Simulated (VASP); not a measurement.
Band structure of SnSe (relaxed from the layer:GeS structure). These are PBE GGA, VASP's PBE PAW potentials (set 64) (plane waves; VASP) values and carry that method's errors.

The cell holds a wide vacuum, so values per volume refer to the whole cell. Unless said otherwise, spin-orbit coupling is left out, though it shifts the bands of the heavy elements here.

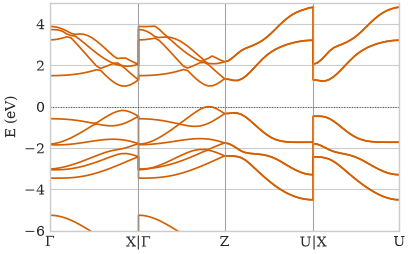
*Bands along high-symmetry lines, zero at the valence-band maximum or, without a gap, the Fermi level*

Question: Read the plot: is there a gap, and where are the band edges?

Answer: The gap is indirect, 0.99 eV, from the valence maximum at Γ-Z at 0.81 to the conduction minimum at Γ-X at 0.86. (Edges off the drawn lines would not show.)

The cell is a sheet with vacuum, built from a generated structure.
